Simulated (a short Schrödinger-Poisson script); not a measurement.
Structure: symmetric double-gate stack, SiO2 on p-type Si(100), at 300 K.

| layer | material | thickness (nm) | Na (cm⁻³) |
|---|---|---|---|
| 1 | SiO2 | 1.8 | - |
| 2 | Si | 2 | 5e15 |
| 3 | SiO2 | 1.8 | - |

Constants are typed, rounded textbook-type inputs, not results; the design itself was drawn at random and stands for no fabricated device. SiO2: permittivity 3.9, conduction-band edge (eV) 3.15, gap (eV) 9, electron mass (mₑ) 0.5. Si: permittivity 11.7, conduction-band edge (eV) 0, gap (eV) 1.124, Nv at 300 K (cm⁻³) 3.1e19.

Channel valleys (confinement mass, in-plane density-of-states mass, number): Δ2 0.916, 0.19, 2; Δ4 0.19, 0.417, 4. At the gates, both at one voltage, the conduction-band edge of layer 1 lies 3.24 eV − eVg above the Fermi level of the channel. Gaps are held at their typed values at every temperature. Mesh 0.03 nm at interfaces.

Solved with a short Schrödinger-Poisson script written for these runs: 1D Poisson equation in equilibrium, electrons quantum, Hartree (BenDaniel-Duke, 12 states a valley, the channel's in-plane mass for all, wave functions ending at the dielectric), parabolic valleys, classical holes, full ionisation, no traps, pinning or gate leakage.

Only gate voltages with over 1e8 electrons/cm² are shown.

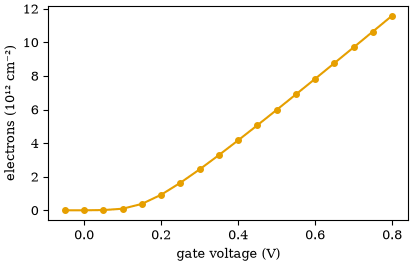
Figure: Sheet density against gate voltage

| Vg (V) | electrons (cm⁻²) | C (μF/cm²) | Δ2 E0 (meV) | Δ2 E1 (meV) | Δ4 E0 (meV) | Δ4 E1 (meV) |
|---|---|---|---|---|---|---|
| -0.05 | 3.44e8 | < 0.003 | 242.7 | 550.2 | 634.8 | 2117.5 |
| 0 | 2.37e9 | 0.0149 | 192.8 | 500.3 | 584.8 | 2067.5 |
| 0.05 | 1.60e10 | 0.0978 | 143.4 | 450.9 | 535.5 | 2018.2 |
| 0.1 | 9.50e10 | 0.505 | 97.1 | 404.5 | 489.1 | 1971.7 |
| 0.15 | 3.81e11 | 1.37 | 60.3 | 367.4 | 452.4 | 1934.7 |
| 0.2 | 9.26e11 | 2.07 | 35.5 | 342.2 | 427.6 | 1909.4 |
| 0.25 | 1.64e12 | 2.45 | 18.4 | 324.4 | 410.5 | 1891.6 |
| 0.3 | 2.44e12 | 2.66 | 5.4 | 310.6 | 397.5 | 1877.8 |
| 0.35 | 3.29e12 | 2.78 | -5.3 | 299.1 | 386.8 | 1866.3 |
| 0.4 | 4.16e12 | 2.85 | -14.6 | 288.9 | 377.5 | 1856.1 |
| 0.45 | 5.06e12 | 2.91 | -23.0 | 279.6 | 369.1 | 1846.9 |
| 0.5 | 5.98e12 | 2.94 | -30.8 | 271.0 | 361.3 | 1838.2 |
| 0.55 | 6.90e12 | 2.97 | -38.1 | 262.7 | 354.0 | 1830.0 |
| 0.6 | 7.83e12 | 2.99 | -45.2 | 254.8 | 347.0 | 1822.1 |
| 0.65 | 8.76e12 | 3.00 | -51.9 | 247.1 | 340.2 | 1814.4 |
| 0.7 | 9.70e12 | 3.01 | -58.6 | 239.6 | 333.6 | 1806.9 |
| 0.75 | 1.06e13 | 3.02 | -65.0 | 232.2 | 327.2 | 1799.6 |
| 0.8 | 1.16e13 | 3.03 | -71.4 | 225.0 | 320.8 | 1792.3 |

Subbands count from the Fermi level. The capacitance is that of both gates.
